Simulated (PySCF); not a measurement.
# TiO2 (SMILES [O]=[Ti]=[O]) at MP2/STO-6G (SMD water)

Aim: the vertical singlet–triplet gap of TiO2 at MP2/STO-6G (SMD water), from 2 runs. Input form: a Python script.

Program for the calculation: PySCF 2.14.0.

3 further runs of the same task are left out: 1 that didn't finish, 2 set aside as unsound or not needed.

## Step 1: The system as given

TiO2: 3 atoms, total charge 0, spin state singlet. SMILES: `[O]=[Ti]=[O]`. The shape comes from GFN2-xTB, which is rough for such elements, and wasn't checked as a minimum.

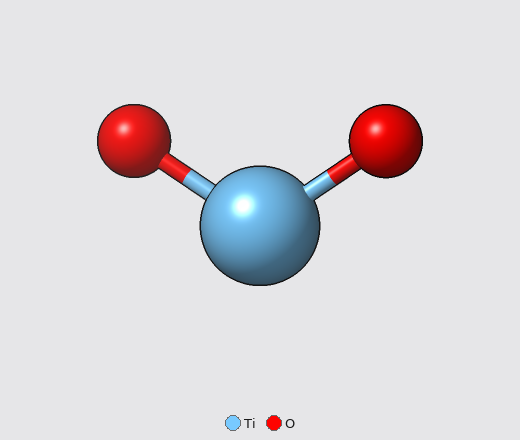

The structure, seen from a chosen angle (titanium blue, oxygen red).

## Step 2: A single-point energy at MP2/STO-6G (SMD water)

File input.py:

```python
# TiO2
from pyscf import gto, scf, mp, solvent

system = gto.M(
    atom='Ti 0.004550 -0.005680 -0.594650; O 1.361390 -0.020020 0.307930; O -1.365930 0.025690 0.286720',
    charge=0,
    spin=0,
    verbose=3,
    max_memory=1860,
    basis='sto-6g',
)

mf = scf.RHF(system)
mf = mf.SMD()
mf.with_solvent.solvent = 'water'
mf.max_cycle = 100
mf.kernel()
if not mf.converged:
    mf = mf.newton().run(mf.mo_coeff, mf.mo_occ)

pt = mp.MP2(mf, frozen=7).run()
energy = pt.e_tot
print('E = %.10f Eh' % energy)
```

Run with:

```console
OMP_NUM_THREADS=1 python input.py
```

Output:

```text
converged SCF energy = -994.548166214667
E(RMP2) = -994.803850080456  E_corr = -0.255683865789096
E(SCS-RMP2) = -994.789758987469  E_corr = -0.241592772802004
E = -994.8038500805 Eh
```

Run time: 7.2 s. Hardware: 1 thread of Intel Xeon 6975P-C (Granite Rapids), shared host; peak memory 0.26 GiB.

## Step 3: The triplet, same level

File calc.py:

```python
from pyscf import gto, mp, solvent

molecule = gto.M(
    atom='''
Ti   0.004550  -0.005680  -0.594650
O    1.361390  -0.020020   0.307930
O   -1.365930   0.025690   0.286720
''',
    verbose=3,
    spin=2,
    basis='sto-6g',
    charge=0,
    max_memory=1860,
)

mf = molecule.UHF()
mf = mf.SMD()
mf.with_solvent.solvent = 'water'
mf.max_cycle = 100
mf.kernel()
if not mf.converged:
    mf = mf.newton().run(mf.mo_coeff, mf.mo_occ)

pt = mp.MP2(mf, frozen=7).run()
e_tot = pt.e_tot
print('E(%s) = %.9f' % ('MP2', e_tot))
```

Run with:

```console
OMP_NUM_THREADS=1 python calc.py
```

Output:

```text
WARN: HOMO 0.00423058408429311 >= LUMO -0.371887205598533

converged SCF energy = -994.517938863564  <S^2> = 2.1631007  2S+1 = 3.1068316
E(UMP2) = -994.716081387682  E_corr = -0.198142524118281
E(SCS-UMP2) = -994.701298150996  E_corr = -0.18335928743274
E(MP2) = -994.716081388
```

Wall time 9.3 s (1 thread of Intel Xeon 6975P-C (Granite Rapids), shared host); peak memory 0.26 GiB.

## Step 4: Outcome

Level: MP2/STO-6G (SMD water), 7 core orbitals frozen.

| quantity | value |
| --- | --- |
| singlet: total energy | -994.80385 Eh |
| singlet: dipole moment (Hartree–Fock density) | 7.99 D |
| singlet: HOMO energy (Hartree–Fock orbitals) | -6.57 eV |
| singlet: LUMO energy (Hartree–Fock orbitals) | 5.02 eV |
| singlet: HOMO–LUMO gap (Hartree–Fock orbitals) | 11.59 eV |
| singlet: correlation energy (7 core orbitals frozen) | -255.7 mEh |
| singlet: solvent term in the energy | -207.8 kJ/mol |
| triplet: total energy | -994.71608 Eh |
| triplet: dipole moment (Hartree–Fock density) | 3.62 D |
| triplet: HOMO energy (Hartree–Fock orbitals) (highest over α and β) | -4.42 eV |
| triplet: LUMO energy (Hartree–Fock orbitals) (lowest over α and β) | 5.11 eV |
| triplet: correlation energy (7 core orbitals frozen) | -198.1 mEh |
| triplet: solvent term in the energy | -54.0 kJ/mol |
| triplet: ⟨S²⟩ of the reference determinant | 2.163 |
| vertical energy of the triplet above the singlet | 2.388 eV |

What this shows: At this shape the triplet lies 2.39 eV (230 kJ/mol) above the singlet. In a minimal basis such a difference can be off by several eV, whatever the method. Mulliken charges (singlet) of the mean-field density run from -0.46 on O2 to +0.92 on Ti1. ⟨S²⟩ (triplet) is 2.16 where a pure triplet has 2.00: the reference is spin-contaminated.
